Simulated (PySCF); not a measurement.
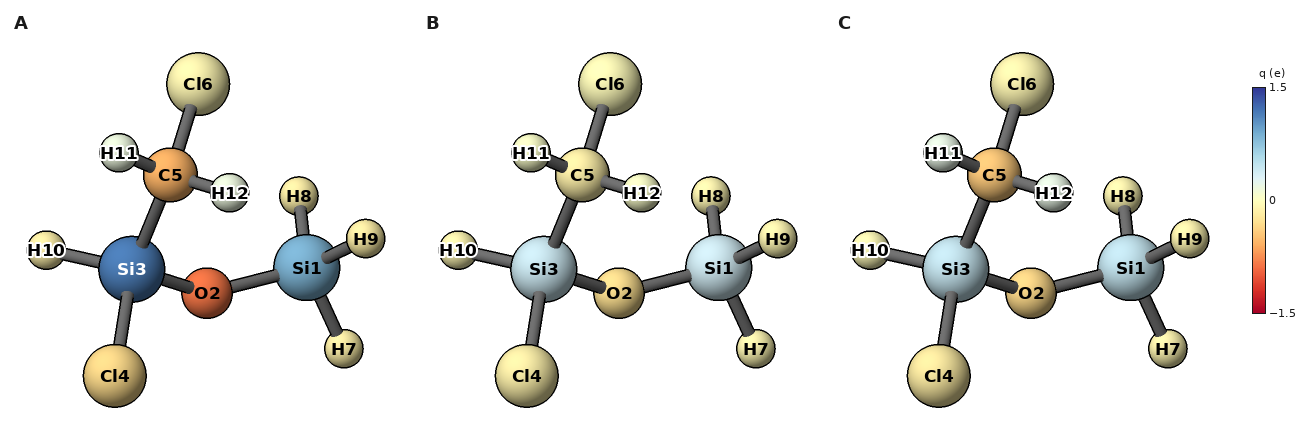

Atomic charges of one calculation by 3 schemes, on one colour scale. The geometry was computed by an optimisation with PBE0-D3(BJ)/def2-SVP. No frequency run is at hand to confirm it as a minimum. Method: PBE0/def2-SVP (PySCF 2.14.0).

> The schemes are ESP-fitted, Hirshfeld, IAO. Which panel shows which?

A IAO, B Hirshfeld, C ESP-fitted.

List the charges (e), one line for each set of equivalent atoms.

```csv
atom,IAO,Hirshfeld,ESP-fitted
Si1,0.84,0.38,0.46
O2,−0.85,−0.29,−0.33
Si3,1.15,0.40,0.43
Cl4,−0.32,−0.12,−0.16
C5,−0.55,−0.13,−0.43
Cl6,−0.08,−0.03,−0.07
H7,−0.13,−0.08,−0.09
H8,−0.13,−0.08,−0.08
H9,−0.14,−0.08,−0.08
H10,−0.13,−0.07,−0.04
H11,0.18,0.05,0.21
H12,0.17,0.05,0.20
```
